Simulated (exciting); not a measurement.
**Core excitons at the S K edge of BaSO4**

Wanted: the near-edge spectrum and the bound core excitons at the S K edge of BaSO4.

Main program and level: exciting sodium; X-ray absorption, core-level Bethe-Salpeter equation, exchange and statically screened direct term, Tamm-Dancoff, all-electron LAPW+lo LDA.

## 1. Set-up

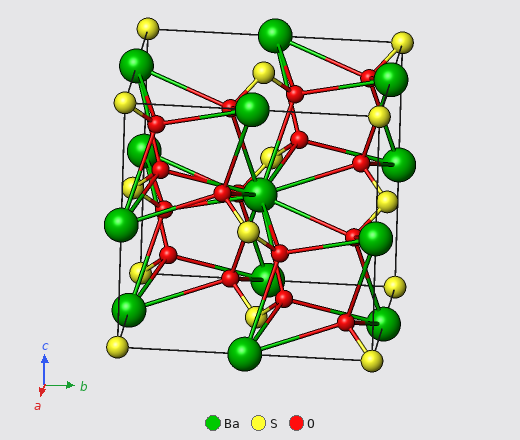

The starting structure, seen slightly off an axis (barium green, sulfur yellow, oxygen red). This picture shows the conventional cell, with its axes. Bonds to atoms that aren't drawn are left out. Some periodic images of atoms are drawn too.

Structure file:

```xyz
6
Lattice="0.0000 3.6988 3.6988 3.6988 0.0000 3.6988 3.6988 3.6988 0.0000" Properties=species:S:1:pos:R:3 pbc="T T T"
Ba    3.6988    3.6988    3.6988
S     0.0000    0.0000    0.0000
O     6.5366    6.5366    6.5366
O     6.5366    4.5598    4.5598
O     4.5598    4.5598    6.5366
O     4.5598    6.5366    4.5598
```

Differences between curves are given as r.m.s. difference over r.m.s. height.

## 2. Ground state

The species files are the program's own, with muffin-tin radii set in the input.

input.xml reads:

```
<input>
  <title>BaSO4</title>
  <structure speciespath="." autormt="false" epslat="1.0e-5">
    <crystal>
      <basevect>0.0000000000 6.9896811940 6.9896811940</basevect>
      <basevect>6.9896811940 0.0000000000 6.9896811940</basevect>
      <basevect>6.9896811940 6.9896811940 0.0000000000</basevect>
    </crystal>
    <species speciesfile="Ba.xml" rmt="2.074">
      <atom coord="0.5000000000 0.5000000000 0.5000000000"/>
    </species>
    <species speciesfile="S.xml" rmt="1.367">
      <atom coord="0.0000000000 0.0000000000 0.0000000000"/>
    </species>
    <species speciesfile="O.xml" rmt="1.367">
      <atom coord="0.8836120000 0.8836120000 0.8836120000"/>
      <atom coord="0.3491640000 0.8836120000 0.8836120000"/>
      <atom coord="0.8836120000 0.8836120000 0.3491640000"/>
      <atom coord="0.8836120000 0.3491640000 0.8836120000"/>
    </species>
  </structure>
  <groundstate do="fromscratch" xctype="LDA_PW" ngridk="3 3 3" rgkmax="7" gmaxvr="14" nempty="8" swidth="0.001" maxscl="100" epsengy="1e-5"/>
</input>
```

On the command line:

```console
OMP_NUM_THREADS=1 mpirun -n 4 exciting
```

Numbers of over 12 decimals in the logs are rounded to 6 here.

Output:

```text
EXCITING SODIUM started
********************************************************************************
* Ground-state run starting from atomic densities                              *
********************************************************************************
+ Starting initialization                                                      +
[... lattice and species ...]
 Spin treatment                             :    spin-unpolarised
 Number of Bravais lattice symmetries       :      48
[...]
valence-band maximum at    3      0.6667  0.0000  0.0000
     conduction-band minimum at    1      0.0000  0.0000  0.0000
+ Self-consistent loop stopped                                                 +
 STATE.OUT is written
********************************************************************************
* Groundstate module stopped                                                   *
********************************************************************************
 Total time spent (seconds)                 :       132.40
| EXCITING SODIUM stopped                                                      =
[key lines of the parts left out:]
Total energy                               :     -8830.56311988
Fermi energy                               :         0.19410958
```

Run time: 2.2 min. Hardware: 4 MPI ranks of Intel Xeon at 2.70GHz, shared host.

The mesh shows a gap of 4.17 eV. Core levels (Dirac, from the valence top):

```tsv
atom	level	energy (eV)
S	1s1/2	-2394.0
S	2s1/2	-206.9
S	2p1/2	-153.6
S	2p3/2	-152.3
```

## 3. A richer basis for the empty states

Each species file gets more local orbitals, built from u and its energy derivative at 0.15 Ha and u at 0.9 Ha.

input.xml is that of step 2.

SPECIES.xml, added lines reads:

```
<lo l="L">  <!-- L = 0, 1, 2, and 3 from Cs on -->
  <wf matchingOrder="0" trialEnergy="0.1500" searchE="false"/>
  <wf matchingOrder="1" trialEnergy="0.1500" searchE="false"/>
  <wf matchingOrder="0" trialEnergy="0.9000" searchE="false"/>
</lo>
```

On the command line:

```console
OMP_NUM_THREADS=1 mpirun -n 4 exciting
```

Output:

```text
EXCITING SODIUM started
********************************************************************************
* Ground-state run starting from atomic densities                              *
********************************************************************************
+ Starting initialization                                                      +
[... lattice and species ...]
 Spin treatment                             :    spin-unpolarised
 Number of Bravais lattice symmetries       :      48
[...]
valence-band maximum at    2      0.3333  0.0000  0.0000
     conduction-band minimum at    1      0.0000  0.0000  0.0000
+ Self-consistent loop stopped                                                 +
 STATE.OUT is written
********************************************************************************
* Groundstate module stopped                                                   *
********************************************************************************
 Total time spent (seconds)                 :       146.99
| EXCITING SODIUM stopped                                                      =
[key lines of the parts left out:]
Total energy                               :     -8830.56691345
Fermi energy                               :         0.19454555
```

Wall time 2.5 min (4 MPI ranks).

Against the first ground state the total energy moves by -17 meV an atom and the gap by -0.01 eV.

## 4. Screening, kernels and BSE for S atom 2

The absorber has 4 O at 1.49 Å (tetrahedral, site symmetry -43m).

input.xml: that of step 3 with these lines changed.

```diff
@@ -21,3 +21,20 @@
   </structure>
-  <groundstate do="fromscratch" xctype="LDA_PW" ngridk="3 3 3" rgkmax="7" gmaxvr="14" nempty="8" swidth="0.001" maxscl="100" epsengy="1e-5"/>
+  <groundstate do="skip" xctype="LDA_PW" ngridk="3 3 3" rgkmax="7" gmaxvr="14" nempty="8" swidth="0.001" maxscl="100" epsengy="1e-5"/>
+  <xs xstype="BSE" ngridk="3 3 3" ngridq="3 3 3" vkloff="0.097 0.273 0.493" rgkmax="7" nempty="51" gqmax="3" lmaxapwwf="5" lmaxemat="2" broad="0.01654" tevout="true">
+    <energywindow intv="87.685 89.302" points="439"/>
+    <screening screentype="full" nempty="77"/>
+    <BSE xas="true" xasspecies="2" xasatom="1" xasedge="K" bsetype="singlet" nstlxas="1 47"/>
+    <qpointset>
+      <qpoint>0 0 0</qpoint>
+    </qpointset>
+    <plan>
+      <doonly task="xsgeneigvec"/>
+      <doonly task="writepmatxs"/>
+      <doonly task="scrgeneigvec"/>
+      <doonly task="scrwritepmat"/>
+      <doonly task="screen"/>
+      <doonly task="scrcoulint"/>
+      <doonly task="exccoulint"/>
+    </plan>
+  </xs>
 </input>
```

input.xml for the last start (plan only) reads:

```
  <plan>
    <doonly task="bse"/>
  </plan>
```

On the command line:

```console
OMP_NUM_THREADS=1 mpirun -n 4 exciting
OMP_NUM_THREADS=4 exciting
```

Output:

```text
| EXCITING SODIUM started for task xsgeneigvec ( 301)                          =
One-shot GS runs for BSE calculations
One-shot GS runs for k+qmt/2 grids
Info(xsgeneigvec): Generating eigenvectors for Q-point      1
Info(xsgeneigvec): Generation of eigenvectors finished
| EXCITING SODIUM started for task writepmatxs ( 320)                          =
Info(writepmatxs): Momentum matrix elements finished
| EXCITING SODIUM started for task scrgeneigvec ( 401)                         =
One-shot GS runs for BSE calculations
One-shot GS runs for k+qmt/2 grids
[...]
Info(setup_bse_block): Setting up RR part of hamiltonian
Info(setup_bse_block): Singlet spin state
Info(bse): Diagonalizing RR Hamiltonian (TDA)
Info(bse): Invoking Lapack routine ZHEEVR
      2538 eigen solutions found in the interval:
         i1=       1 i2=    2538
Info(bse): Writing excition energies and oscillator strengths to text file.
Info(makespectrum_dist): Making spectrum using formula for coupling with time reversed AR basis.
Info(makespectrum_dist): Using formalism for vanishing momentum transfer.
Info(writederived): Writing quantities derived from the macroscopic dielectric function.
Info(bselauncher): Spectrum finished for iqmt=  1
Info(bselauncher): All done for BSE type singlet
```

Elapsed: 29 min, on 4 MPI ranks.

Wall time by task: xsgeneigvec 41 s, writepmatxs 12 s, scrgeneigvec 42 s, scrwritepmat 15 s, screen 3.3 min, scrcoulint 9.1 min, exccoulint 14 min, bse 24 s.

The S K spectrum of S atom 2 (energy from the Kohn–Sham onset, core level to the lowest empty state found on the meshes used, 2398.02 eV; the ground-state mesh sets it, and the shifted mesh has its lowest transition 0.29 eV above it; Im ε scaled to the maximum of the singlet run; cut below the end of the band set):

```tsv
E (eV)	Im ε
-4.0	0.02
-3.0	0.04
-2.0	0.14
-1.0	0.89
0.0	0.30
1.0	0.11
2.0	0.08
3.0	0.04
4.0	0.04
5.0	0.03
6.0	0.04
7.0	0.07
8.0	0.07
9.0	0.08
10.0	0.08
11.0	0.08
12.0	0.08
13.0	0.08
14.0	0.12
15.0	0.08
16.0	0.06
17.0	0.04
18.0	0.05
19.0	0.03
```

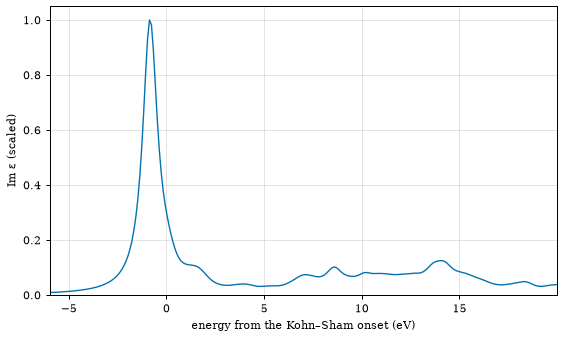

The S K edge of S atom 2.

Maxima (height): -0.9 eV (1.00) and 14.1 eV (0.12).

The Hamiltonian has 2538 rows. The lowest groups of eigenvalues and the brightest ones, on the scale above (the program counts from the shifted mesh's onset, 0.29 eV higher). Core spinors bring spin-forbidden partners, so dark means forbidden by spin or by symmetry, and the shifted mesh splits states that symmetry would keep together:

```tsv
energy (eV)	states within 10 meV	relative strength
-1.069	2	2.2e-4
-0.856	5	1.00
-0.845	1	0.50
-0.733	2	9.5e-4
-0.609	2	0.0098
-0.565	4	0.042
0.075	4	0.020
8.603	2	0.028
8.644	2	0.028
14.261	2	0.020
```

## 5. Independent particles

input.xml: that of step 4 with these lines changed.

```diff
@@ -25,3 +25,3 @@
     <screening screentype="full" nempty="77"/>
-    <BSE xas="true" xasspecies="2" xasatom="1" xasedge="K" bsetype="singlet" nstlxas="1 47"/>
+    <BSE xas="true" xasspecies="2" xasatom="1" xasedge="K" bsetype="IP" nstlxas="1 47"/>
     <qpointset>
@@ -30,9 +30,3 @@
     <plan>
-      <doonly task="xsgeneigvec"/>
-      <doonly task="writepmatxs"/>
-      <doonly task="scrgeneigvec"/>
-      <doonly task="scrwritepmat"/>
-      <doonly task="screen"/>
-      <doonly task="scrcoulint"/>
-      <doonly task="exccoulint"/>
+      <doonly task="bse"/>
     </plan>
```

On the command line:

```console
OMP_NUM_THREADS=4 exciting
```

Output:

```text
| EXCITING SODIUM started for task bse ( 445)                                  =
Info(bselauncher): Init time:    1.368731
Info(bselauncher): Setting up and diagonalizing BSE Hamiltonian.
Info(bselauncher): Using momentum transfer vectors from list :   1 to  1
Info(bselauncher): Distributing qmt-points over   1 processes.
Info(bselauncher): BSE type: IP
Info(bselauncher): Momentum transfer list index: iqmt=  1
Info(bselauncher): Momentum transfer: vqmtl=   0.000   0.000   0.000
Info(bse): Inspecting occupations...
Info(setranges_modxs): Number of non-reduced k-points:       27
[...]
highest unoccupied state:  72
  Opening gap with a scissor of:      0.000/H      0.000/eV
Info(select_transitions): Number of participating transitions:    2538
Info(bse): Selecting transitions...
Info(bse):bsegap (eV):  2398.308766
Info(bse): IP requested, nothing much to do
Info(bse): Writing excition energies and oscillator strengths to text file.
Info(makespectrum_dist): Making spectrum using formula for coupling with time reversed AR basis.
Info(makespectrum_dist): Using formalism for vanishing momentum transfer.
Info(writederived): Writing quantities derived from the macroscopic dielectric function.
Info(bselauncher): Spectrum finished for iqmt=  1
Info(bselauncher): All done for BSE type IP
```

Elapsed: 3 s, on 4 threads.

Maxima (height): 5.0 eV (0.41), 5.8 eV (0.38), 16.4 eV (0.15), 17.6 eV (0.15) and 19.6 eV (0.11); 1 lower ones aren't listed. The spectrum differs from the singlet run by 109 % r.m.s. Moving the earlier curve by +6.1 eV leaves 49 %. The highest maximum lies at 5.0 eV (0.41), against -0.9 eV (1.00).

## 6. Exchange alone

input.xml: that of step 5 with these lines changed.

```diff
@@ -25,3 +25,3 @@
     <screening screentype="full" nempty="77"/>
-    <BSE xas="true" xasspecies="2" xasatom="1" xasedge="K" bsetype="IP" nstlxas="1 47"/>
+    <BSE xas="true" xasspecies="2" xasatom="1" xasedge="K" bsetype="RPA" nstlxas="1 47"/>
     <qpointset>
```

On the command line:

```console
OMP_NUM_THREADS=4 exciting
```

Output:

```text
| EXCITING SODIUM started for task bse ( 445)                                  =
Info(bselauncher): Init time:    1.692737
Info(bselauncher): Setting up and diagonalizing BSE Hamiltonian.
Info(bselauncher): Using momentum transfer vectors from list :   1 to  1
Info(bselauncher): Distributing qmt-points over   1 processes.
Info(bselauncher): BSE type: RPA
Info(bselauncher): Momentum transfer list index: iqmt=  1
Info(bselauncher): Momentum transfer: vqmtl=   0.000   0.000   0.000
Info(bse): Inspecting occupations...
Info(setranges_modxs): Number of non-reduced k-points:       27
[...]
Info(setup_bse_block): Setting up RR part of hamiltonian
Info(setup_bse_block): Using RPA approximation
Info(bse): Diagonalizing RR Hamiltonian (TDA)
Info(bse): Invoking Lapack routine ZHEEVR
      2538 eigen solutions found in the interval:
         i1=       1 i2=    2538
Info(bse): Writing excition energies and oscillator strengths to text file.
Info(makespectrum_dist): Making spectrum using formula for coupling with time reversed AR basis.
Info(makespectrum_dist): Using formalism for vanishing momentum transfer.
Info(writederived): Writing quantities derived from the macroscopic dielectric function.
Info(bselauncher): Spectrum finished for iqmt=  1
Info(bselauncher): All done for BSE type RPA
```

It took 24 s on 4 threads.

Maxima (height): 5.0 eV (0.41), 5.8 eV (0.38), 16.4 eV (0.15), 17.6 eV (0.15) and 19.6 eV (0.11); 1 lower ones aren't listed. The spectrum is that of the independent-particle run within 1 %.

## 7. Another input

In this try the input is made faulty on purpose, to show what that does.

input.xml: that of step 6 with these lines changed.

```diff
@@ -24,4 +24,4 @@
     <energywindow intv="87.685 89.302" points="439"/>
-    <screening screentype="full" nempty="77"/>
-    <BSE xas="true" xasspecies="2" xasatom="1" xasedge="K" bsetype="RPA" nstlxas="1 47"/>
+    <screening screentype="full" nempty="8"/>
+    <BSE xas="true" xasspecies="2" xasatom="1" xasedge="K" bsetype="singlet" nstlxas="1 47"/>
     <qpointset>
@@ -30,3 +30,6 @@
     <plan>
-      <doonly task="bse"/>
+      <doonly task="scrgeneigvec"/>
+      <doonly task="scrwritepmat"/>
+      <doonly task="screen"/>
+      <doonly task="scrcoulint"/>
     </plan>
```

input.xml for the last start (plan only) reads:

```
  <plan>
    <doonly task="bse"/>
  </plan>
```

On the command line:

```console
OMP_NUM_THREADS=1 mpirun -n 4 exciting
OMP_NUM_THREADS=4 exciting
```

Output:

```text
| EXCITING SODIUM started for task scrgeneigvec ( 401)                         =
One-shot GS runs for BSE calculations
One-shot GS runs for k+qmt/2 grids
Info(xsgeneigvec): Generating eigenvectors for Q-point      1
Using screening GS parameters.
Info(xsgeneigvec): Generation of eigenvectors finished
| EXCITING SODIUM started for task scrwritepmat ( 420)                         =
Info(writepmatxs): Momentum matrix elements finished
Info(scrwritepmat): Momentum matrix elements for screening finished
| EXCITING SODIUM started for task screen ( 430)                               =
[...]
Info(setup_bse_block): Setting up RR part of hamiltonian
Info(setup_bse_block): Singlet spin state
Info(bse): Diagonalizing RR Hamiltonian (TDA)
Info(bse): Invoking Lapack routine ZHEEVR
      2538 eigen solutions found in the interval:
         i1=       1 i2=    2538
Info(bse): Writing excition energies and oscillator strengths to text file.
Info(makespectrum_dist): Making spectrum using formula for coupling with time reversed AR basis.
Info(makespectrum_dist): Using formalism for vanishing momentum transfer.
Info(writederived): Writing quantities derived from the macroscopic dielectric function.
Info(bselauncher): Spectrum finished for iqmt=  1
Info(bselauncher): All done for BSE type singlet
```

Wall time 9.9 min (4 MPI ranks).

The input has a fault: far too few empty states in the screening. The spectrum differs from the singlet run by 137 % r.m.s. Moving the earlier curve by -2.6 eV leaves 22 %. The highest maximum lies at -3.4 eV (1.22), against -0.9 eV (1.00). The first bright state moves from -0.86 to -3.39 eV. Too few states underscreen, so the attraction is too strong.

```tsv
E (eV)	first run	this run
-6.0	0.01	0.04
-5.0	0.01	0.09
-4.0	0.02	0.43
-3.0	0.04	0.71
-2.0	0.14	0.12
-1.0	0.89	0.05
0.0	0.30	0.03
1.0	0.11	0.03
2.0	0.08	0.02
3.0	0.04	0.02
4.0	0.04	0.03
5.0	0.03	0.03
6.0	0.04	0.06
7.0	0.07	0.09
8.0	0.07	0.10
9.0	0.08	0.06
10.0	0.08	0.08
11.0	0.08	0.07
12.0	0.08	0.07
13.0	0.08	0.09
14.0	0.12	0.08
15.0	0.08	0.05
16.0	0.06	0.03
17.0	0.04	0.02
18.0	0.05	0.03
19.0	0.03	0.02
```

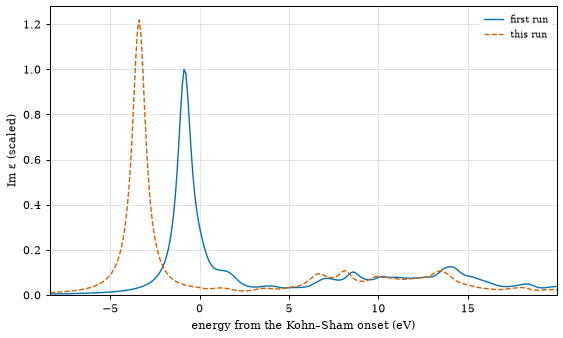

This run beside the first singlet run.

(Continued in part 2 of 2.)

[Banner, clock and machine lines of the logs are left out without a mark of their own.]

[Logs are printed without paths, hosts, clocks, repeated set-up lines and the standing remarks that a program may print on its own settings, such as how far it seeks lower states.]

[Hosts, paths, dates, database ids (printed as entryN), source tags and the programs' standing remarks are cut or masked in the printed files.]
